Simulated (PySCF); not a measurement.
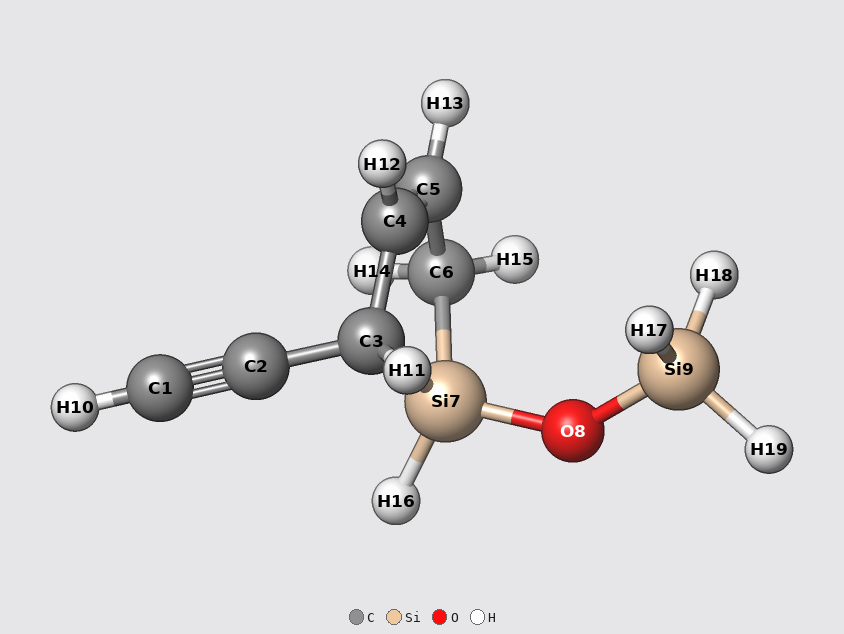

Computed geometry: PBE0-D3(BJ)/def2-SVP optimisation. No frequency run is at hand to confirm it as a minimum. Properties computed with delta-SCF UKS SCAN, pcX-2 on the ionised atom, pcseg-1 elsewhere, spin-free X2C (PySCF 2.14.0).

Give the core-electron binding energies (to vacuum; p and d levels without spin–orbit splitting) of C1 1s, C2 1s, C3 1s, C4 1s, C5 1s, C6 1s, Si7 1s, Si7 2p, O8 1s, Si9 1s, Si9 2p.

| atom | level | binding energy (eV) |
| --- | --- | --- |
| C1 | 1s | 289.7 |
| C2 | 1s | 290.4 |
| C3 | 1s | 290.8 |
| C4 | 1s | 290.3 |
| C5 | 1s | 290.4 |
| C6 | 1s | 290.3 |
| Si7 | 1s | 1847.0 |
| Si7 | 2p | 107.3 |
| O8 | 1s | 537.7 |
| Si9 | 1s | 1847.4 |
| Si9 | 2p | 107.7 |
